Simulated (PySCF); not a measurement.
# CF3 (charge +2): geometry relaxation (part 1 of 2)

- system: CF3, charge +2, multiplicity 2
- method: HF/6-31G*, UHF (PySCF 2.14.0)

The atoms were displaced at random from an optimised geometry. The geometry is that of the parent species in another charge or spin state. Figures and captions count atoms from 1; the log counts them from 0 in places.

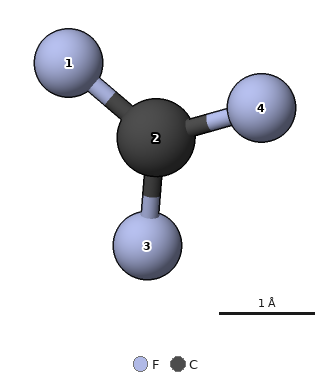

Fig. 1: The starting structure (ball-and-stick view, seen at a tilt; atoms are numbered from 1 in the order of the input).

Input file (calc.py):
```python
import numpy
from pyscf import gto, symm
from pyscf.hessian import thermo
from pyscf.geomopt.geometric_solver import kernel as optimise

mol = gto.M(
    atom='''
F      0.725430    -0.120283     1.000870
C      0.039839     0.008510     0.006484
F     -0.636721    -0.948376    -0.419780
F     -0.091556     1.118130    -0.585572
''',
    charge=2,
    max_memory=1860,
    basis='6-31g*',
    spin=1,
    verbose=3,
)

mf = mol.UHF()
mf.conv_tol = 1e-10
mf = mf.newton()
converged, mol_eq = optimise(mf, maxsteps=80)
print('converged:', converged)
print(mol_eq.tostring())

mf.reset(mol_eq)
mol = mol_eq
mf.kernel()
e_tot = mf.e_tot
print('E = %.10f Eh' % e_tot)
hess = mf.Hessian().kernel()
modes = thermo.harmonic_analysis(mol, hess)
print('frequencies (1/cm)', numpy.round(modes['freq_wavenumber'], 1))
symm.geom.TOLERANCE = 1e-3  # for the symmetry number
th = thermo.thermo(mf, modes['freq_au'], 298.15, 101325)
thermo.dump_thermo(mol, th)
```

Run on 1 thread of Arm Neoverse V2, 24 GiB of memory available, shared host.

Command:
```bash
OMP_NUM_THREADS=1 python calc.py
```

What the program printed:
```
#|     Arguments passed to driver run_optimizer():      |#
customengine              <pyscf.geomopt.geometric_solver.PySCFEngine object>
maxiter                   80
----------------------------------------------------------
Custom engine selected.
Bonds will be generated from interatomic distances less than 1.20 times sum of covalent radii
12 internal coordinates being used (instead of 12 Cartesians)
Internal coordinate system (atoms numbered from 1):
Distance 1-2
Distance 2-3
Distance 2-4
Angle 1-2-4
Angle 3-2-4
Out-of-Plane 2-1-3-4
Translation-X 1-4
Translation-Y 1-4
Translation-Z 1-4
Rotation-A 1-4
Rotation-B 1-4
Rotation-C 1-4
<class 'geometric.internal.Distance'> : 3
<class 'geometric.internal.Angle'> : 2
<class 'geometric.internal.OutOfPlane'> : 1
<class 'geometric.internal.TranslationX'> : 1
<class 'geometric.internal.TranslationY'> : 1
<class 'geometric.internal.TranslationZ'> : 1
<class 'geometric.internal.RotationA'> : 1
<class 'geometric.internal.RotationB'> : 1
<class 'geometric.internal.RotationC'> : 1
> ===== Optimization Info: ====
> Job type: Energy minimization
> Maximum number of optimization cycles: 80
> Initial / maximum trust radius (Angstrom): 0.100 / 0.300
> Convergence Criteria:
> Will converge when all 5 criteria are reached:
>  |Delta-E| < 1.00e-06
>  RMS-Grad  < 3.00e-04
>  Max-Grad  < 4.50e-04
>  RMS-Disp  < 1.20e-03
>  Max-Disp  < 1.80e-03
> === End Optimization Info ===

Geometry optimization cycle 1
Cartesian coordinates (Angstrom)
 Atom        New coordinates             dX        dY        dZ
   F   0.725430  -0.120283   1.000870    0.000000  0.000000  0.000000
   C   0.039839   0.008510   0.006484    0.000000  0.000000  0.000000
   F  -0.636721  -0.948376  -0.419780    0.000000  0.000000  0.000000
   F  -0.091556   1.118130  -0.585572    0.000000  0.000000  0.000000

WARN: Mole.unit (angstrom) is changed to Bohr

WARN: HOMO -0.618064820401872 >= LUMO -0.618064820401872

converged SCF energy = -334.853487340116  <S^2> = 0.91548695  2S+1 = 2.1591544
--------------- SecondOrderUHF_Scanner gradients ---------------
         x                y                z
0 F     0.0172494284    -0.0046544395     0.0313027816
1 C    -0.0605409057    -0.0421392958    -0.0738583417
2 F     0.0335873375     0.0261452279     0.0344480150
3 F     0.0097041399     0.0206485074     0.0081075451
----------------------------------------------
cycle 1: E = -334.85348734  dE = -334.853  norm(grad) = 0.125617
Step    0 : Gradient = 6.281e-02/1.044e-01 (rms/max) Energy = -334.8534873401
Hessian Eigenvalues: 4.50000e-02 5.00000e-02 5.00000e-02 ... 7.80891e-01 8.43467e-01 9.77838e-01

Geometry optimization cycle 2
Cartesian coordinates (Angstrom)
 Atom        New coordinates             dX        dY        dZ
   F   0.788798  -0.073217   1.005013    0.063368  0.047066  0.004143
   C  -0.004635   0.000649   0.114156   -0.044474 -0.007861  0.107672
   F  -0.656064  -0.899633  -0.517869   -0.019343  0.048743 -0.098089
   F  -0.091106   1.030182  -0.599298    0.000450 -0.087948 -0.013726
converged SCF energy = -334.878208042736  <S^2> = 0.75759813  2S+1 = 2.0075838
--------------- SecondOrderUHF_Scanner gradients ---------------
         x                y                z
0 F     0.0412227493     0.0336590377     0.0102925524
1 C    -0.1141546617    -0.1877012838    -0.0046936538
2 F     0.0583575582     0.0955194918     0.0340001687
3 F     0.0145743542     0.0585227542    -0.0395990673
----------------------------------------------
cycle 2: E = -334.878208043  dE = -0.0247207  norm(grad) = 0.264791
Step    1 : Displace = 1.002e-01/1.168e-01 (rms/max) Trust = 1.000e-01 (=) Grad = 1.324e-01/2.197e-01 (rms/max) E (change) = -334.8782080427 (-2.472e-02) Quality = 2.703
Hessian Eigenvalues: 4.77280e-02 5.00000e-02 5.00000e-02 ... 7.83852e-01 9.40540e-01 1.48277e+00

Geometry optimization cycle 3
Cartesian coordinates (Angstrom)
 Atom        New coordinates             dX        dY        dZ
   F   0.804676  -0.100649   1.012958    0.015878 -0.027432  0.007945
   C   0.023177   0.070279   0.185391    0.027812  0.069629  0.071235
   F  -0.663661  -0.860076  -0.562943   -0.007596  0.039557 -0.045074
   F  -0.127200   0.948428  -0.633404   -0.036093 -0.081754 -0.034105
converged SCF energy = -334.890586580352  <S^2> = 0.7569242  2S+1 = 2.0069123
--------------- SecondOrderUHF_Scanner gradients ---------------
         x                y                z
0 F     0.0008200543     0.0211222831    -0.0388883997
1 C    -0.0308637144    -0.0739306458     0.0797066470
2 F     0.0327481117     0.0774467308    -0.0049189919
3 F    -0.0027044516    -0.0246383681    -0.0358992554
----------------------------------------------
cycle 3: E = -334.89058658  dE = -0.0123785  norm(grad) = 0.15404
Step    2 : Displace = 7.827e-02/1.031e-01 (rms/max) Trust = 1.414e-01 (+) Grad = 7.702e-02/1.130e-01 (rms/max) E (change) = -334.8905865804 (-1.238e-02) Quality = 0.728
Hessian Eigenvalues: 5.00000e-02 5.00000e-02 5.00000e-02 ... 6.36321e-01 8.71065e-01 1.02960e+00

Geometry optimization cycle 4
Cartesian coordinates (Angstrom)
 Atom        New coordinates             dX        dY        dZ
   F   0.742423  -0.103063   1.036268   -0.062252 -0.002413  0.023310
   C   0.151919   0.059016   0.064206    0.128742 -0.011262 -0.121185
   F  -0.710466  -0.923159  -0.501698   -0.046805 -0.063083  0.061245
   F  -0.146884   1.025187  -0.596774   -0.019685  0.076759  0.036630
converged SCF energy = -334.912907716449  <S^2> = 0.75621147  2S+1 = 2.0062019
--------------- SecondOrderUHF_Scanner gradients ---------------
         x                y                z
0 F    -0.0220003077     0.0251033001    -0.0227843559
1 C     0.0399142354    -0.0899146624     0.0398384634
2 F     0.0080731076     0.0442335571     0.0007427746
3 F    -0.0259870353     0.0205778052    -0.0177968821
----------------------------------------------
cycle 4: E = -334.912907716  dE = -0.0223211  norm(grad) = 0.127813
Step    3 : Displace = 1.151e-01/1.754e-01 (rms/max) Trust = 1.414e-01 (=) Grad = 6.391e-02/1.061e-01 (rms/max) E (change) = -334.9129077164 (-2.232e-02) Quality = 1.124
Hessian Eigenvalues: 5.00000e-02 5.00000e-02 5.00000e-02 ... 4.36775e-01 8.90861e-01 9.67652e-01

Geometry optimization cycle 5
Cartesian coordinates (Angstrom)
 Atom        New coordinates             dX        dY        dZ
   F   0.669888  -0.247329   0.915773   -0.072535 -0.144266 -0.120495
   C   0.005418   0.209249   0.066686   -0.146500  0.150233  0.002480
   F  -0.583045  -1.083042  -0.350275    0.127421 -0.159883  0.151423
   F  -0.055269   1.179103  -0.630181    0.091615  0.153916 -0.033408
converged SCF energy = -334.907774121377  <S^2> = 0.75730202  2S+1 = 2.0072887
--------------- SecondOrderUHF_Scanner gradients ---------------
         x                y                z
0 F    -0.0158936879    -0.0309003698    -0.0348681305
1 C    -0.0357855336    -0.0155806345     0.0384994314
2 F     0.0366120690     0.0039610308     0.0309076452
3 F     0.0150671525     0.0425199735    -0.0345389461
----------------------------------------------
cycle 5: E = -334.907774121  dE = 0.0051336  norm(grad) = 0.104729
Step    4 : Displace = 2.134e-01/2.457e-01 (rms/max) Trust = 2.000e-01 (+) Grad = 5.236e-02/5.681e-02 (rms/max) E (change) = -334.9077741214 (+5.134e-03) Quality = -0.249
Hessian Eigenvalues: 5.00000e-02 5.00000e-02 5.00000e-02 ... 7.32296e-01 8.65513e-01 9.66134e-01

Geometry optimization cycle 6
Cartesian coordinates (Angstrom)
 Atom        New coordinates             dX        dY        dZ
   F   0.705648  -0.161714   0.981840    0.035760  0.085614  0.066067
   C   0.083890   0.146763   0.033841    0.078472 -0.062487 -0.032845
   F  -0.669221  -1.055516  -0.422265   -0.086176  0.027527 -0.071990
   F  -0.083326   1.128448  -0.591414   -0.028056 -0.050654  0.038767
converged SCF energy = -334.925849038716  <S^2> = 0.75713725  2S+1 = 2.0071246
--------------- SecondOrderUHF_Scanner gradients ---------------
         x                y                z
0 F     0.0008917672    -0.0012486113     0.0031598925
1 C    -0.0127249691    -0.0172410861    -0.0128741407
2 F     0.0071660489     0.0007526155     0.0096973966
3 F     0.0046671529     0.0177370818     0.0000168516
----------------------------------------------
cycle 6: E = -334.925849039  dE = -0.0180749  norm(grad) = 0.0334605
Step    5 : Displace = 1.027e-01/1.181e-01 (rms/max) Trust = 1.000e-01 (-) Grad = 1.673e-02/2.500e-02 (rms/max) E (change) = -334.9258490387 (-1.807e-02) Quality = 0.609
Hessian Eigenvalues: 5.00000e-02 5.00000e-02 5.00000e-02 ... 8.45495e-01 9.15533e-01 1.14060e+00

Geometry optimization cycle 7
Cartesian coordinates (Angstrom)
 Atom        New coordinates             dX        dY        dZ
   F   0.736565  -0.138674   0.998087    0.030916  0.023041  0.016247
   C   0.080889   0.139353   0.071508   -0.003001 -0.007410  0.037667
   F  -0.686919  -1.025735  -0.470182   -0.017698  0.029781 -0.047917
   F  -0.093543   1.083037  -0.597411   -0.010217 -0.045412 -0.005997
converged SCF energy = -334.926819771995  <S^2> = 0.75719404  2S+1 = 2.0071811
--------------- SecondOrderUHF_Scanner gradients ---------------
         x                y                z
0 F     0.0043891289     0.0065371939    -0.0032238280
1 C    -0.0133434180    -0.0113033280     0.0029137883
2 F     0.0035324207     0.0061923465    -0.0011704642
3 F     0.0054218684    -0.0014262123     0.0014805039
----------------------------------------------
cycle 7: E = -334.926819772  dE = -0.000970733  norm(grad) = 0.0217373
Step    6 : Displace = 4.718e-02/5.620e-02 (rms/max) Trust = 1.000e-01 (=) Grad = 1.087e-02/1.773e-02 (rms/max) E (change) = -334.9268197720 (-9.707e-04) Quality = 0.602
Hessian Eigenvalues: 5.00000e-02 5.00000e-02 5.00000e-02 ... 8.48407e-01 9.41283e-01 1.15328e+00

Geometry optimization cycle 8
Cartesian coordinates (Angstrom)
 Atom        New coordinates             dX        dY        dZ
   F   0.724454  -0.155186   0.999968   -0.012111 -0.016513  0.001881
   C   0.100832   0.152526   0.061309    0.019942  0.013173 -0.010199
   F  -0.685832  -1.030107  -0.456576    0.001087 -0.004373  0.013606
   F  -0.102461   1.090748  -0.602699   -0.008918  0.007712 -0.005288
converged SCF energy = -334.927565088413  <S^2> = 0.75740736  2S+1 = 2.0073937
--------------- SecondOrderUHF_Scanner gradients ---------------
         x                y                z
0 F    -0.0006143013     0.0002242124    -0.0010450689
1 C    -0.0023256764    -0.0016834865    -0.0019158562
2 F     0.0026270276     0.0042296960     0.0015276908
3 F     0.0003129501    -0.0027704218     0.0014332343
----------------------------------------------
cycle 8: E = -334.927565088  dE = -0.000745316  norm(grad) = 0.00709831
Step    7 : Displace = 1.912e-02/2.575e-02 (rms/max) Trust = 1.000e-01 (=) Grad = 3.549e-03/5.208e-03 (rms/max) E (change) = -334.9275650884 (-7.453e-04) Quality = 1.120
Hessian Eigenvalues: 5.00000e-02 5.00000e-02 5.00000e-02 ... 8.45683e-01 9.17793e-01 1.16494e+00
```
